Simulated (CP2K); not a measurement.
# PM6 run of C2H6Sn (SnMe2)

Aim: the vertical ionisation energy of C2H6Sn (SnMe2) at PM6, from 2 runs. 

Program for the calculation: CP2K 2026.2.

1 further run of the same task is left out (set aside as unsound or not needed).

**1. The molecule**

The species is C2H6Sn (9 atoms), meant as a singlet with charge 0. SMILES: `[CH3][Sn][CH3]`. Geometry: a GFN2-xTB relaxation, a rough one for these elements and not checked as a minimum.

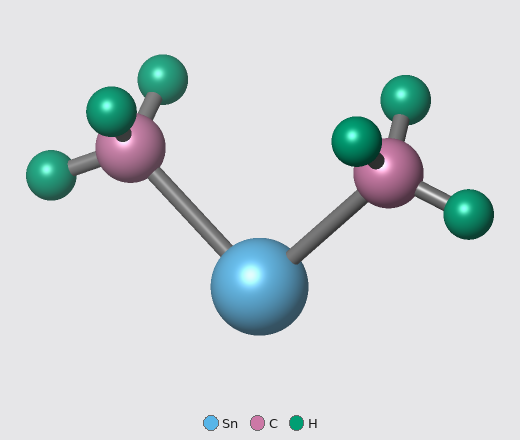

The structure, seen from a chosen angle (tin blue, carbon pink, hydrogen teal).

**2. Energy and gradient at PM6**

molecule.xyz reads:

```xyz
9

Sn     0.004570     0.016780    -1.569630
C      1.646850    -0.015650    -0.015360
H      1.574300    -0.912720     0.599410
H      1.558260     0.838000     0.656210
H      2.649450     0.008040    -0.440140
C     -1.646690     0.014410    -0.022980
H     -1.590800     0.911940     0.592950
H     -1.546150    -0.837260     0.649190
H     -2.649800    -0.023540    -0.449640
```

job.inp reads:

```
&GLOBAL
   PROJECT job
   RUN_TYPE ENERGY_FORCE
   PRINT_LEVEL MEDIUM
&END GLOBAL

&FORCE_EVAL
   METHOD QS
   &DFT
      &QS
         METHOD PM6
         EPS_DEFAULT 1.0E-10
         &SE
            &COULOMB
               CUTOFF [angstrom] 50
               RC_RANGE [angstrom] 0
            &END COULOMB
            &EXCHANGE
               CUTOFF [angstrom] 50
               RC_RANGE [angstrom] 0
            &END EXCHANGE
         &END SE
      &END QS
      &POISSON
         PERIODIC NONE
         POISSON_SOLVER ANALYTIC
      &END POISSON
      &SCF
         SCF_GUESS ATOMIC
         EPS_SCF 1.0E-07
         MAX_SCF 30
         &OT
            MINIMIZER DIIS
            PRECONDITIONER FULL_SINGLE_INVERSE
         &END OT
         &OUTER_SCF
            EPS_SCF 1.0E-07
            MAX_SCF 8
         &END OUTER_SCF
      &END SCF
      &PRINT
         &MOMENTS
            PERIODIC F
            REFERENCE COM
            MAX_MOMENT 1
         &END MOMENTS
         &MO_CUBES
            NLUMO 5
            NHOMO -1
            WRITE_CUBE F
         &END MO_CUBES
         &HIRSHFELD OFF
         &END HIRSHFELD
      &END PRINT
   &END DFT
   &SUBSYS
      &CELL
         ABC 13.3 9.8 10.2
         PERIODIC NONE
      &END CELL
      &TOPOLOGY
         COORD_FILE_NAME molecule.xyz
         COORD_FILE_FORMAT XYZ
         &CENTER_COORDINATES
         &END CENTER_COORDINATES
      &END TOPOLOGY
   &END SUBSYS
   &PRINT
      &FORCES ON
      &END FORCES
   &END PRINT
&END FORCE_EVAL
```

The run is started by

```
$ OMP_NUM_THREADS=1 cp2k.psmp job.inp > job.out
```

Log (excerpt; [...] marks lines left out):

```text
CP2K| version string:                                       CP2K version 2026.2
[...]
 GLOBAL| Method name                                                        CP2K
[...]
 GLOBAL| Run type                                                   ENERGY_FORCE
[...]
                             - Atoms:                                          9
[...]
                             - Spherical basis functions:                     18
[...]
 Number of electrons:                                                         18
[...]
     1 OT DIIS     0.80E-01    0.0     0.32144162       -10.5182743297 -1.05E+01
[...]
    17 OT DIIS     0.80E-01    0.0     0.00000007       -14.6752066562 -1.21E-12
  *** SCF run converged in    17 steps ***
  Core-core repulsion energy [eV]:                            779.43266624007845
  Core Hamiltonian energy [eV]:                              -634.51509318688829
  Two-electron integral energy [eV]:                        -1088.50050909714719
  Electronic energy [eV]:                                   -1178.76534773546200
  Total energy [eV]:                                         -399.33268149538338
  Atomic reference energy [eV]:                               400.73233023113585
  Heat of formation [kcal/mol]:                                32.27666917595068
[...]
 SE_DIPOLE| Moment [Debye]         -0.00119898      -0.00239802      -0.42114621
 SE_DIPOLE| Derivative [a.u.]       0.00000000       0.00000000       0.00000000
 *** WARNING in qs_scf_post_se.F:140 :: Printing of MO cube files not ***
 *** implemented for Semi-Empirical method.                           ***
 ENERGY| Total FORCE_EVAL ( QS ) energy [hartree]            -14.675206656172016
 FORCES| Atomic forces [hartree/bohr]
 FORCES|   Atom     x               y               z               |f|
 FORCES|      1 -4.44256021E-04 -5.33633897E-04  4.03312872E-02   4.03372638E-02
 FORCES|      2 -5.67892674E-03  8.79201253E-05 -5.62647452E-03   7.99469539E-03
 FORCES|      3 -3.65095365E-03  2.73409592E-03 -5.45656343E-03   7.11187932E-03
 FORCES|      4 -3.71671308E-03 -2.40523689E-03 -5.57839883E-03   7.12163283E-03
 FORCES|      5 -7.64745508E-03 -3.21677755E-05 -3.46808916E-03   8.39715704E-03
 FORCES|      6  5.22125234E-03  3.18533247E-04 -5.74620040E-03   7.77057002E-03
 FORCES|      7  3.70429509E-03 -2.59646754E-03 -5.42512137E-03   7.06366673E-03
 FORCES|      8  3.68318426E-03  2.37213287E-03 -5.71998840E-03   7.20493775E-03
 FORCES|      9  8.52957288E-03  5.48239404E-05 -3.31045104E-03   9.14962869E-03
 FORCES| Sum    -4.85722573E-16 -4.68375339E-17 -3.88578059E-16
 FORCES| Total atomic force                                       6.23789292E-16
[...]
```

Wall time 1.1 s (1 thread of Intel Xeon 6975P-C (Granite Rapids), shared host); peak memory 0.18 GiB.

**3. The doublet cation, same level**

molecule.xyz is that of step 2.

job.inp reads:

```
&GLOBAL
  PROJECT_NAME job
  RUN_TYPE ENERGY_FORCE
  PRINT_LEVEL MEDIUM
&END GLOBAL

&FORCE_EVAL
  METHOD Quickstep
  &DFT
    CHARGE 1
    MULTIPLICITY 2
    LSD T
    # Quickstep
    &QS
      METHOD PM6
      EPS_DEFAULT 1.0E-10
      &SE
        &COULOMB
          CUTOFF [angstrom] 50
          RC_RANGE [angstrom] 0
        &END COULOMB
        &EXCHANGE
          CUTOFF [angstrom] 50
          RC_RANGE [angstrom] 0
        &END EXCHANGE
      &END SE
    &END QS
    &POISSON
      PERIODIC NONE
      POISSON_SOLVER ANALYTIC
    &END POISSON
    &SCF
      SCF_GUESS ATOMIC
      EPS_SCF 1.0E-07
      MAX_SCF 40
      &OT ON
        MINIMIZER DIIS
        PRECONDITIONER FULL_SINGLE_INVERSE
      &END OT
      &OUTER_SCF
        EPS_SCF 1.0E-07
        MAX_SCF 8
      &END OUTER_SCF
    &END SCF
    # extra output
    &PRINT
      &MOMENTS
        PERIODIC F
        REFERENCE COM
        MAX_MOMENT 1
      &END MOMENTS
      &MO_CUBES
        NLUMO 5
        NHOMO -1
        WRITE_CUBE F
      &END MO_CUBES
      &HIRSHFELD OFF
      &END HIRSHFELD
    &END PRINT
  &END DFT
  &SUBSYS
    # box in angstrom
    &CELL
      ABC [angstrom] 13.3 9.8 10.2
      PERIODIC NONE
    &END CELL
    &TOPOLOGY
      COORD_FILE_NAME molecule.xyz
      COORD_FILE_FORMAT XYZ
      &CENTER_COORDINATES
      &END CENTER_COORDINATES
    &END TOPOLOGY
  &END SUBSYS
  &PRINT
    &FORCES ON
    &END FORCES
  &END PRINT
&END FORCE_EVAL
```

The run is started by

```
$ OMP_NUM_THREADS=1 cp2k.psmp job.inp > job.out
```

Log (excerpt; [...] marks lines left out):

```text
CP2K| version string:                                       CP2K version 2026.2
[...]
 GLOBAL| Method name                                                        CP2K
[...]
 GLOBAL| Run type                                                   ENERGY_FORCE
[...]
                             - Atoms:                                          9
[...]
                             - Spherical basis functions:                     18
[...]
 Number of electrons:                                                          9
[...]
     1 OT DIIS     0.80E-01    0.0     0.16723645       -10.1793627414 -1.02E+01
[...]
    39 OT DIIS     0.80E-01    0.0     0.00000009       -14.3856330095 -9.17E-13
  *** SCF run converged in    39 steps ***
  Core-core repulsion energy [eV]:                            779.43266624007845
  Core Hamiltonian energy [eV]:                              -612.63011464874648
  Two-electron integral energy [eV]:                        -1116.51106686271146
  Electronic energy [eV]:                                   -1170.88564808010233
  Total energy [eV]:                                         -391.45298184002377
  Atomic reference energy [eV]:                               400.73233023113585
  Heat of formation [kcal/mol]:                               213.98687437623545
[...]
 ENERGY| Total FORCE_EVAL ( QS ) energy [hartree]            -14.385633009463263
 FORCES| Atomic forces [hartree/bohr]
 FORCES|   Atom     x               y               z               |f|
 FORCES|      1 -4.97086129E-04 -9.20510924E-04  7.05994173E-02   7.06071678E-02
 FORCES|      2 -9.37797810E-03  2.90441736E-04 -2.55140878E-02   2.71845454E-02
 FORCES|      3 -4.13563864E-03 -8.53494440E-04 -4.09987354E-03   5.88565398E-03
 FORCES|      4 -4.40963516E-03  1.13503526E-03 -4.09427633E-03   6.12342110E-03
 FORCES|      5 -1.97589282E-03 -2.90829081E-05 -1.57370207E-03   2.52617031E-03
 FORCES|      6  8.95928160E-03  6.59963523E-04 -2.55271827E-02   2.70618059E-02
 FORCES|      7  4.05915262E-03  9.60170420E-04 -4.02037479E-03   5.79327720E-03
 FORCES|      8  4.51733372E-03 -1.19337449E-03 -4.30594195E-03   6.35386360E-03
 FORCES|      9  2.86046289E-03 -4.91481723E-05 -1.46397801E-03   3.21370427E-03
 FORCES| Sum    -3.33066907E-16  1.68268177E-16  1.66533454E-16
 FORCES| Total atomic force                                       4.08633253E-16
[...]
```

It took 1.9 s on 1 thread of Intel Xeon 6975P-C (Granite Rapids), shared host; peak memory 0.19 GiB.

**4. What came out**

Level: PM6.

| quantity | value |
| --- | --- |
| singlet C2H6Sn: total energy | -14.67521 Eh |
| singlet C2H6Sn: dipole moment | 0.42 D |
| singlet C2H6Sn: heat of formation at this unrelaxed shape | 32.3 kcal/mol |
| singlet C2H6Sn: largest force on an atom | 2.074 eV/Å |
| doublet cation: total energy | -14.38563 Eh |
| doublet cation: heat of formation at this unrelaxed shape | 214.0 kcal/mol |
| doublet cation: largest force on an atom | 3.631 eV/Å |
| vertical ionisation energy (to the doublet cation) | 7.880 eV |

The vertical ionisation energy comes to 7.88 eV (182 kcal/mol). The largest force (singlet C2H6Sn) is 2.07 eV/Å: the shape isn't a stationary point for this species at this level.
